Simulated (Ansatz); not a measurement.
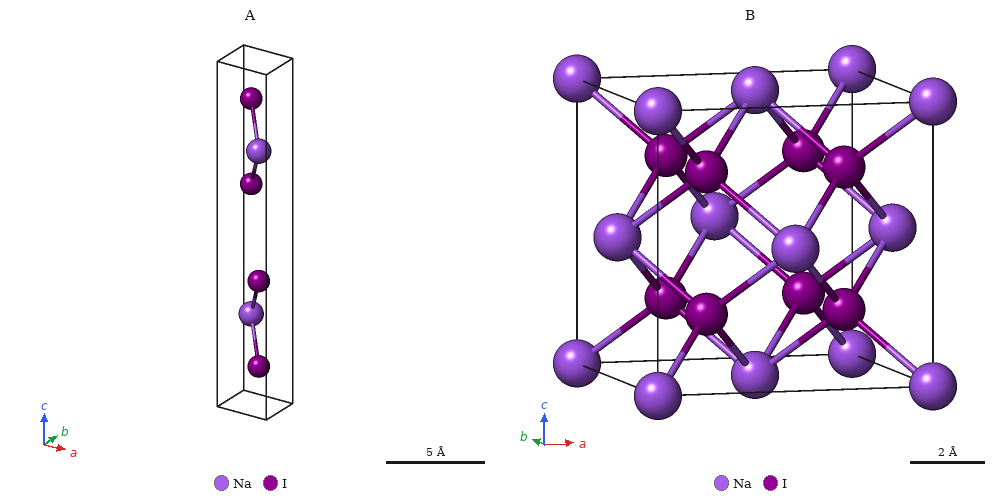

Two structures of NaI₂, each relaxed to rest (conventional cells in solid outline, small ones repeated, not to one scale). Method: Ansatz 0.2.0, DFT PBE, scalar-relativistic, plane waves, PAW, without spin polarisation.

### State the structure in each panel.

A: 2H molybdenite (MoS₂) type, P6_3/mmc. B: fluorite (CaF₂ type), Fm-3m.

### Which form lies lower?

B is lower, by 33 meV/atom at this level of theory (energies at zero smearing). Volumes: A 40.4, B 38.9 Å³/atom.

One or both may be structure types tried for this composition rather than known phases.
